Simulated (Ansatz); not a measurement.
# Platinum, dhcp under m-r²SCAN: from relaxation to bulk modulus, part 2 of 2

The plan for platinum in the dhcp structure: relax it, solve it on a dense k-mesh, then scale the cell to 7 volumes from 88 to 112 % of the relaxed one and try a fit of the equation of state. The start is ferromagnetic. The k-meshes are 13×13×4 for the relaxation; 17×17×5 for the dense run; 15×15×4 for the volumes.

Ansatz 0.2.0; DFT, m-r2SCAN, plane waves (500 eV) with PAW, scalar-relativistic.

## 3. Dense single point

input.yaml

```yaml
crystal:
  lattice:
    - [2.7563595583, 0.0, 0.0]
    - [-1.3781797792, 2.3870773995, 0.0]
    - [0.0, 0.0, 9.3292942275]
  atoms:
    - { symbol: Pt, position: [1.0, 1.0, 0.0], spin: 1.0 }
    - { symbol: Pt, position: [1.0, 1.0, 0.5], spin: 1.0 }
    - { symbol: Pt, position: [0.3333333333, 0.6666666667, 0.25], spin: 1.0 }
    - { symbol: Pt, position: [0.6666666667, 0.3333333333, 0.75], spin: 1.0 }
hamiltonian:
  xc: mr2scan
  pseudopotentials:
    kind: paw
    azcp:
      Pt: "pseudopotentials/Pt.paw.azcp"
basis:
  ecutwfc: 500
  fft_grid_basis: typed
kpoints:
  mp_grid: { grid: [17, 17, 5], shift: [0, 0, 0] }
magnetization:
  spin_polarized: true
scf:
  occupations: { method: fermi_dirac, width: 0.05 }
```

Launch:

```console
$ ansatz run input.yaml --threads 2 --pin off --max-ram 6144MiB --backend cpu --events-out ev --progress --plain --runs-dir out
```

What it wrote, cut to the lines that bear on the results:

```text
Warning: RAYON_NUM_THREADS=2 ignored (pool sized by the plan → 2); use --threads N
[...]
Pseudopotentials: kind: paw
Pseudopotential: Pt, paw, valence charge 18, recommended cutoff 500 eV (meta_gga), <dir>
Functional definition: m-r2SCAN
[...]
Crystal: 4 atoms, lattice volume = 61.383 Å³
Basis set: ecut = 500 eV, 1511 PW (Γ), exchange–correlation on 96×96×288 points (64 copies of the dense FFT grid, shifted against one another)
Bands: 46, of which v1, the nominal top of the filled ones, is band 36 counted from 1 (35 counted from 0)
Symmetry: 24 space group operations
[...]
WARN: the starting moments were not kept: the SCF closed with an absolute magnetisation of 2.6e-5 μB, where they sum to 4 μB in size (4 sites). That is at most 0.1 of that sum. Measured as dr2_m measures the in/out step, that magnetisation stands 9.6e-11 eV from none, at or under the [...]
SCF converged after 26 iterations
Magnetization: 0.0000 μB (36.0000 up, 36.0000 down)
Absolute magnetization: 0.0000 μB (∫|ρ↑−ρ↓|, with the PAW one-centre terms)
Spin contamination: 0.0000 ħ² per cell (⟨S²⟩ above its minimum at these occupations)
Per-site moments (μB) at R_I (Å): [(7.542277242427177e-6, 1.136998317810216), (7.542277242463499e-6, 1.136998317810216), (5.157067189948873e-6, 1.136998317810216), (5.1570671900764734e-6, 1.136998317810216)]
Free energy (F): -50147.050180 eV
[...]
E sigma→0 (E₀):  -50147.022204 eV
Entropy (-TS):   -0.055951 eV (-13.988 meV/atom)
Fermi energy:    22.594958 eV
[...]
```

Run time: 81 s. Hardware: 2 threads of Arm Neoverse V1, shared host; peak memory 0.8 GiB.

## 4. Volume × 0.88

input.yaml: that of step 3 with these lines changed.

```diff
@@ -2,5 +2,5 @@
   lattice:
-    - [2.7563595583, 0.0, 0.0]
-    - [-1.3781797792, 2.3870773995, 0.0]
-    - [0.0, 0.0, 9.3292942275]
+    - [2.6413751842, 0.0, 0.0]
+    - [-1.3206875921, 2.2874980105, 0.0]
+    - [0.0, 0.0, 8.9401131228]
   atoms:
@@ -20,3 +20,3 @@
 kpoints:
-  mp_grid: { grid: [17, 17, 5], shift: [0, 0, 0] }
+  mp_grid: { grid: [15, 15, 4], shift: [0, 0, 0] }
 magnetization:
@@ -25 +25,4 @@
   occupations: { method: fermi_dirac, width: 0.05 }
+  lower_state_search: "off"
+output:
+  stress: true
```

Launch:

```console
$ ansatz run input.yaml --threads 2 --pin off --max-ram 6144MiB --backend cpu --events-out ev --progress --plain --runs-dir out
```

What it wrote, cut to the lines that bear on the results:

```text
Warning: RAYON_NUM_THREADS=2 ignored (pool sized by the plan → 2); use --threads N
[...]
[... 3 set-up lines as earlier in the session ...]
[...]
Crystal: 4 atoms, lattice volume = 54.017 Å³
Basis set: ecut = 500 eV, 1377 PW (Γ), exchange–correlation on 80×80×288 points (64 copies of the dense FFT grid, shifted against one another)
Bands: 46, of which v1, the nominal top of the filled ones, is band 36 counted from 1 (35 counted from 0)
[... 1 set-up line as earlier in the session ...]
[...]
WARN: the starting moments were not kept: the SCF closed with an absolute magnetisation of 4.0e-5 μB, where they sum to 4 μB in size (4 sites). That is at most 0.1 of that sum. Measured as dr2_m measures the in/out step, that magnetisation stands 2.3e-10 eV from none, at or under the [...]
Absolute magnetization: 0.0000 μB (∫|ρ↑−ρ↓|, with the PAW one-centre terms)
Spin contamination: 0.0000 ħ² per cell (⟨S²⟩ above its minimum at these occupations)
Per-site moments (μB) at R_I (Å): [(9.464793532300675e-6, 1.089567263496075), (9.464793532312217e-6, 1.089567263496075), (9.518129873698843e-6, 1.089567263496075), (9.518129873693413e-6, 1.089567263496075)]
Free energy (F): -50146.074042 eV
[...]
E sigma→0 (E₀):  -50146.051816 eV
Entropy (-TS):   -0.044452 eV (-11.113 meV/atom)
Fermi energy:    26.771615 eV
[...]
--- Stress (GPa, compression-positive) ---
       49.844558       0.000000       0.000000
       -0.000000      49.844558       0.000000
        0.000000       0.000000      45.633860
  P = ⅓ Tr σ = 48.4410 GPa (484.410 kbar)
```

Run time: 52 s. Hardware: 2 threads of Arm Neoverse V1, shared host; peak memory 0.68 GiB.

## 5. Volume × 0.92

input.yaml: that of step 4 with these lines changed.

```diff
@@ -2,5 +2,5 @@
   lattice:
-    - [2.6413751842, 0.0, 0.0]
-    - [-1.3206875921, 2.2874980105, 0.0]
-    - [0.0, 0.0, 8.9401131228]
+    - [2.6808045075, 0.0, 0.0]
+    - [-1.3404022537, 2.3216448061, 0.0]
+    - [0.0, 0.0, 9.0735673222]
   atoms:
```

Launch:

```console
$ ansatz run input.yaml --threads 2 --pin off --max-ram 6144MiB --backend cpu --events-out ev --progress --plain --runs-dir out
```

What it wrote, cut to the lines that bear on the results:

```text
Warning: RAYON_NUM_THREADS=2 ignored (pool sized by the plan → 2); use --threads N
[...]
[... 3 set-up lines as earlier in the session ...]
[...]
Crystal: 4 atoms, lattice volume = 56.473 Å³
Basis set: ecut = 500 eV, 1413 PW (Γ), exchange–correlation on 80×80×288 points (64 copies of the dense FFT grid, shifted against one another)
Bands: 46, of which v1, the nominal top of the filled ones, is band 36 counted from 1 (35 counted from 0)
[... 1 set-up line as earlier in the session ...]
[...]
WARN: the starting moments were not kept: the SCF closed with an absolute magnetisation of 4.7e-5 μB, where they sum to 4 μB in size (4 sites). That is at most 0.1 of that sum. Measured as dr2_m measures the in/out step, that magnetisation stands 3.0e-10 eV from none, at or under the [...]
Spin contamination: 0.0000 ħ² per cell (⟨S²⟩ above its minimum at these occupations)
Per-site moments (μB) at R_I (Å): [(1.0439594697671172e-5, 1.1058318593497443), (1.0439594697671009e-5, 1.1058318593497443), (1.2059889529626576e-5, 1.1058318593497443), (1.2059889529423428e-5, 1.1058318593497443)]
Free energy (F): -50146.653623 eV
[...]
E sigma→0 (E₀):  -50146.629941 eV
Entropy (-TS):   -0.047364 eV (-11.841 meV/atom)
Fermi energy:    25.258799 eV
[...]
--- Stress (GPa, compression-positive) ---
       28.901652       0.000000       0.000000
       -0.000000      28.901652       0.000000
        0.000000       0.000000      26.369980
  P = ⅓ Tr σ = 28.0578 GPa (280.578 kbar)
```

It took 54 s on 2 threads of Arm Neoverse V1, shared host; peak memory 0.68 GiB.

## 6. Volume × 0.96

input.yaml: that of step 5 with these lines changed.

```diff
@@ -2,5 +2,5 @@
   lattice:
-    - [2.6808045075, 0.0, 0.0]
-    - [-1.3404022537, 2.3216448061, 0.0]
-    - [0.0, 0.0, 9.0735673222]
+    - [2.7191068896, 0.0, 0.0]
+    - [-1.3595534448, 2.354815642, 0.0]
+    - [0.0, 0.0, 9.2032072276]
   atoms:
@@ -28 +28,5 @@
   stress: true
+  write_density: true
+  write_potential: true
+  elf: true
+  volumetric_format: npy
```

Launch:

```console
$ ansatz run input.yaml --threads 2 --pin off --max-ram 6144MiB --backend cpu --events-out ev --progress --plain --runs-dir out
```

What it wrote, cut to the lines that bear on the results:

```text
Warning: RAYON_NUM_THREADS=2 ignored (pool sized by the plan → 2); use --threads N
[...]
[... 3 set-up lines as earlier in the session ...]
[...]
Crystal: 4 atoms, lattice volume = 58.928 Å³
Basis set: ecut = 500 eV, 1485 PW (Γ), exchange–correlation on 80×80×288 points (64 copies of the dense FFT grid, shifted against one another)
Bands: 46, of which v1, the nominal top of the filled ones, is band 36 counted from 1 (35 counted from 0)
[... 1 set-up line as earlier in the session ...]
[...]
WARN: the starting moments were not kept: the SCF closed with an absolute magnetisation of 8.5e-5 μB, where they sum to 4 μB in size (4 sites). That is at most 0.1 of that sum. Measured as dr2_m measures the in/out step, that magnetisation stands 1.0e-9 eV from none, at or under the [...]
Per-site moments (μB) at R_I (Å): [(-2.091830440495207e-5, 1.1216315919602646), (-2.091830440494828e-5, 1.1216315919602646), (-1.9247994139268876e-5, 1.1216315919602646), (-1.924799413938039e-5, 1.1216315919602646)]
Free energy (F): -50146.957331 eV
[...]
E sigma→0 (E₀):  -50146.932067 eV
Entropy (-TS):   -0.050527 eV (-12.632 meV/atom)
Fermi energy:    23.874141 eV
[...]
--- Stress (GPa, compression-positive) ---
       12.640408       0.000000       0.000000
       -0.000000      12.640408       0.000000
        0.000000       0.000000      11.470353
  P = ⅓ Tr σ = 12.2504 GPa (122.504 kbar)
--- Band table (eV; the first three rows and the last of 162) ---
[...]
```

Run time: 71 s. Hardware: 2 threads of Arm Neoverse V1, shared host; peak memory 0.7 GiB.

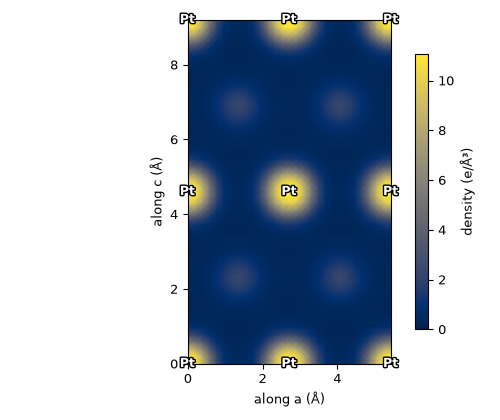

Density in a lattice plane of the grid's cell (edges 2.72 and 9.20 Å, at 0.000 of the third edge), which holds Pt. Only atoms in the plane are labelled. It is the smooth density of the valence electrons, not physical close to the nuclei.

## 7. Volume × 1.0

input.yaml: that of step 6 with these lines changed.

```diff
@@ -2,5 +2,5 @@
   lattice:
-    - [2.7191068896, 0.0, 0.0]
-    - [-1.3595534448, 2.354815642, 0.0]
-    - [0.0, 0.0, 9.2032072276]
+    - [2.7563595583, 0.0, 0.0]
+    - [-1.3781797792, 2.3870773995, 0.0]
+    - [0.0, 0.0, 9.3292942275]
   atoms:
@@ -28,5 +28 @@
   stress: true
-  write_density: true
-  write_potential: true
-  elf: true
-  volumetric_format: npy
```

Launch:

```console
$ ansatz run input.yaml --threads 2 --pin off --max-ram 6144MiB --backend cpu --events-out ev --progress --plain --runs-dir out
```

What it wrote, cut to the lines that bear on the results:

```text
Warning: RAYON_NUM_THREADS=2 ignored (pool sized by the plan → 2); use --threads N
[...]
[... 3 set-up lines as earlier in the session ...]
[...]
Crystal: 4 atoms, lattice volume = 61.383 Å³
Basis set: ecut = 500 eV, 1511 PW (Γ), exchange–correlation on 96×96×288 points (64 copies of the dense FFT grid, shifted against one another)
Bands: 46, of which v1, the nominal top of the filled ones, is band 36 counted from 1 (35 counted from 0)
[... 1 set-up line as earlier in the session ...]
[...]
WARN: the starting moments were not kept: the SCF closed with an absolute magnetisation of 1.0e-4 μB, where they sum to 4 μB in size (4 sites). That is at most 0.1 of that sum. Measured as dr2_m measures the in/out step, that magnetisation stands 1.4e-9 eV from none, at or under the [...]
Spin contamination: 0.0000 ħ² per cell (⟨S²⟩ above its minimum at these occupations)
Per-site moments (μB) at R_I (Å): [(-2.4500460550997003e-5, 1.136998317810216), (-2.450046055099293e-5, 1.136998317810216), (-2.3905050399377013e-5, 1.136998317810216), (-2.3905050399533196e-5, 1.136998317810216)]
Free energy (F): -50147.047351 eV
[...]
E sigma→0 (E₀):  -50147.020488 eV
Entropy (-TS):   -0.053725 eV (-13.431 meV/atom)
Fermi energy:    22.603245 eV
[...]
--- Stress (GPa, compression-positive) ---
        0.038858       0.000000       0.000000
        0.000000       0.038858       0.000000
        0.000000       0.000000      -0.018514
  P = ⅓ Tr σ = 0.0197 GPa (0.197 kbar)
```

Wall time 61 s (2 threads of Arm Neoverse V1, shared host); peak memory 0.77 GiB.

## 8. Volume × 1.04

input.yaml: that of step 7 with these lines changed.

```diff
@@ -2,5 +2,5 @@
   lattice:
-    - [2.7563595583, 0.0, 0.0]
-    - [-1.3781797792, 2.3870773995, 0.0]
-    - [0.0, 0.0, 9.3292942275]
+    - [2.7926316069, 0.0, 0.0]
+    - [-1.3963158034, 2.4184899149, 0.0]
+    - [0.0, 0.0, 9.4520621776]
   atoms:
```

Launch:

```console
$ ansatz run input.yaml --threads 2 --pin off --max-ram 6144MiB --backend cpu --events-out ev --progress --plain --runs-dir out
```

What it wrote, cut to the lines that bear on the results:

```text
Warning: RAYON_NUM_THREADS=2 ignored (pool sized by the plan → 2); use --threads N
[...]
[... 3 set-up lines as earlier in the session ...]
[...]
Crystal: 4 atoms, lattice volume = 63.839 Å³
Basis set: ecut = 500 eV, 1583 PW (Γ), exchange–correlation on 96×96×288 points (64 copies of the dense FFT grid, shifted against one another)
Bands: 46, of which v1, the nominal top of the filled ones, is band 36 counted from 1 (35 counted from 0)
[... 1 set-up line as earlier in the session ...]
[...]
WARN: the starting moments were not kept: the SCF closed with an absolute magnetisation of 2.1e-4 μB, where they sum to 4 μB in size (4 sites). That is at most 0.1 of that sum. Measured as dr2_m measures the in/out step, that magnetisation stands 6.5e-9 eV from none, at or under the [...]
Spin contamination: 0.0000 ħ² per cell (⟨S²⟩ above its minimum at these occupations)
Per-site moments (μB) at R_I (Å): [(-5.3845157962262584e-5, 1.151960537825588), (-5.384515796222854e-5, 1.151960537825588), (-4.955903029684064e-5, 1.151960537825588), (-4.955903029677398e-5, 1.151960537825588)]
Free energy (F): -50146.972034 eV
[...]
E sigma→0 (E₀):  -50146.943664 eV
Entropy (-TS):   -0.056739 eV (-14.185 meV/atom)
Fermi energy:    21.431325 eV
[...]
--- Stress (GPa, compression-positive) ---
       -9.710749      -0.000000      -0.000000
       -0.000000      -9.710749       0.000000
       -0.000000       0.000000      -8.905707
  P = ⅓ Tr σ = -9.4424 GPa (-94.424 kbar)
```

Wall time 65 s (2 threads of Arm Neoverse V1, shared host); peak memory 0.78 GiB.

## 9. Volume × 1.08

input.yaml: that of step 8 with these lines changed.

```diff
@@ -2,5 +2,5 @@
   lattice:
-    - [2.7926316069, 0.0, 0.0]
-    - [-1.3963158034, 2.4184899149, 0.0]
-    - [0.0, 0.0, 9.4520621776]
+    - [2.8279851271, 0.0, 0.0]
+    - [-1.4139925636, 2.4491069616, 0.0]
+    - [0.0, 0.0, 9.5717212371]
   atoms:
```

Launch:

```console
$ ansatz run input.yaml --threads 2 --pin off --max-ram 6144MiB --backend cpu --events-out ev --progress --plain --runs-dir out
```

What it wrote, cut to the lines that bear on the results:

```text
Warning: RAYON_NUM_THREADS=2 ignored (pool sized by the plan → 2); use --threads N
[...]
[... 3 set-up lines as earlier in the session ...]
[...]
Crystal: 4 atoms, lattice volume = 66.294 Å³
Basis set: ecut = 500 eV, 1691 PW (Γ), exchange–correlation on 96×96×288 points (64 copies of the dense FFT grid, shifted against one another)
Bands: 46, of which v1, the nominal top of the filled ones, is band 36 counted from 1 (35 counted from 0)
[... 1 set-up line as earlier in the session ...]
[...]
WARN: the starting moments were not kept: the SCF closed with an absolute magnetisation of 1.9e-4 μB, where they sum to 4 μB in size (4 sites). That is at most 0.1 of that sum. Measured as dr2_m measures the in/out step, that magnetisation stands 4.8e-9 eV from none, at or under the [...]
Spin contamination: 0.0000 ħ² per cell (⟨S²⟩ above its minimum at these occupations)
Per-site moments (μB) at R_I (Å): [(-4.574201604238925e-5, 1.166543864930378), (-4.5742016042380976e-5, 1.166543864930378), (-4.5584679930393634e-5, 1.166543864930378), (-4.5584679930389704e-5, 1.166543864930378)]
Free energy (F): -50146.769051 eV
[...]
E sigma→0 (E₀):  -50146.739061 eV
Entropy (-TS):   -0.059981 eV (-14.995 meV/atom)
Fermi energy:    20.347497 eV
[...]
--- Stress (GPa, compression-positive) ---
      -17.212702       0.000000       0.000000
        0.000000     -17.212702      -0.000000
        0.000000      -0.000000     -15.751275
  P = ⅓ Tr σ = -16.7256 GPa (-167.256 kbar)
```

Wall time 67 s (2 threads of Arm Neoverse V1, shared host); peak memory 0.79 GiB.

## 10. Volume × 1.12

input.yaml: that of step 9 with these lines changed.

```diff
@@ -2,5 +2,5 @@
   lattice:
-    - [2.8279851271, 0.0, 0.0]
-    - [-1.4139925636, 2.4491069616, 0.0]
-    - [0.0, 0.0, 9.5717212371]
+    - [2.8624761499, 0.0, 0.0]
+    - [-1.4312380749, 2.4789770635, 0.0]
+    - [0.0, 0.0, 9.6884610502]
   atoms:
```

Launch:

```console
$ ansatz run input.yaml --threads 2 --pin off --max-ram 6144MiB --backend cpu --events-out ev --progress --plain --runs-dir out
```

What it wrote, cut to the lines that bear on the results:

```text
Warning: RAYON_NUM_THREADS=2 ignored (pool sized by the plan → 2); use --threads N
[...]
[... 3 set-up lines as earlier in the session ...]
[...]
Crystal: 4 atoms, lattice volume = 68.749 Å³
Basis set: ecut = 500 eV, 1739 PW (Γ), exchange–correlation on 96×96×288 points (64 copies of the dense FFT grid, shifted against one another)
Bands: 46, of which v1, the nominal top of the filled ones, is band 36 counted from 1 (35 counted from 0)
[... 1 set-up line as earlier in the session ...]
[...]
WARN: the starting moments were not kept: the SCF closed with an absolute magnetisation of 2.2e-4 μB, where they sum to 4 μB in size (4 sites). That is at most 0.1 of that sum. Measured as dr2_m measures the in/out step, that magnetisation stands 6.3e-9 eV from none, at or under the [...]
Spin contamination: 0.0000 ħ² per cell (⟨S²⟩ above its minimum at these occupations)
Per-site moments (μB) at R_I (Å): [(-5.389262452918948e-5, 1.1807714118241108), (-5.389262452919629e-5, 1.1807714118241108), (-5.212198767152945e-5, 1.1807714118241108), (-5.212198767130606e-5, 1.1807714118241108)]
Free energy (F): -50146.468288 eV
[...]
E sigma→0 (E₀):  -50146.436548 eV
Entropy (-TS):   -0.063481 eV (-15.870 meV/atom)
Fermi energy:    19.343676 eV
[...]
--- Stress (GPa, compression-positive) ---
      -22.915151       0.000000       0.000000
        0.000000     -22.915151      -0.000000
        0.000000      -0.000000     -20.971523
  P = ⅓ Tr σ = -22.2673 GPa (-222.673 kbar)
```

Wall time 63 s (2 threads of Arm Neoverse V1, shared host); peak memory 0.8 GiB.

## 11. Energy and pressure against volume

The cell was scaled evenly, with its shape and the fractional positions fixed.

```csv
V (Å³/atom),E − E₀ (meV/atom),P from the stress (GPa),P from the fit (GPa)
13.504,242.2,48.44,48.40
14.118,97.6,28.06,27.95
14.732,22.1,12.25,12.14
15.346,0.0,0.02,-0.08
15.960,19.2,-9.44,-9.54
16.574,70.3,-16.73,-16.83
17.187,146.0,-22.27,-22.42
```

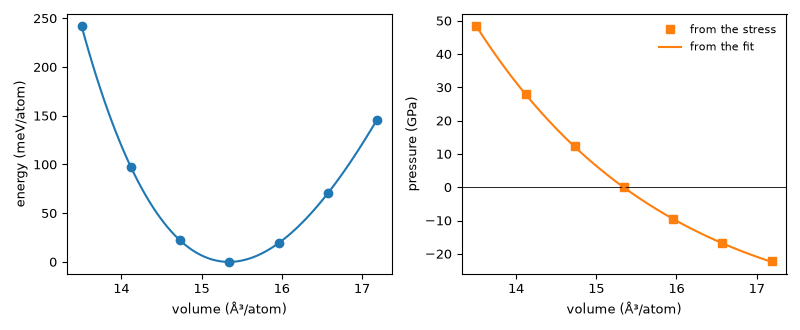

Energy and pressure against volume; the lines are the Birch-Murnaghan fit.

A third-order Birch-Murnaghan fit gives V₀ = 15.341 Å³/atom, B₀ = 269 GPa and B₀′ = 5.4; it misses no point by more than 0.03 meV/atom.

The fit is made to E(σ → 0), while the stress belongs to the free energy F; that is one source of the offset between the two pressures.

## 12. What came out

This closing draws on all 2 parts.

| quantity | value |
| --- | --- |
| space group (spins left aside) | P6_3/mmc (No. 194) |
| conventional cell | a = 2.756 Å, c = 9.329 Å (c/a = 3.385) |
| volume | 15.346 Å³/atom |
| shortest distance | 2.756 Å |
| gap on the mesh | none (levels filled in part) |
| magnetic state | non-magnetic |
| relative to fcc | +35 meV/atom |
| V₀, B₀, B₀′ | 15.341 Å³/atom, 269 GPa, 5.4 |

**Reading.** From the guessed start the volume grew by 1.7 % in 7 steps. Against the reference form of platinum (fcc, computed apart with the same settings) it stands 35 meV/atom higher. The starting moments do not survive. No gap shows: it is a metal or semimetal at this level. The fitted modulus is 269 GPa; letting shape and positions relax at each volume could only lower it. Relaxation kept the symmetry; phonons were not checked.
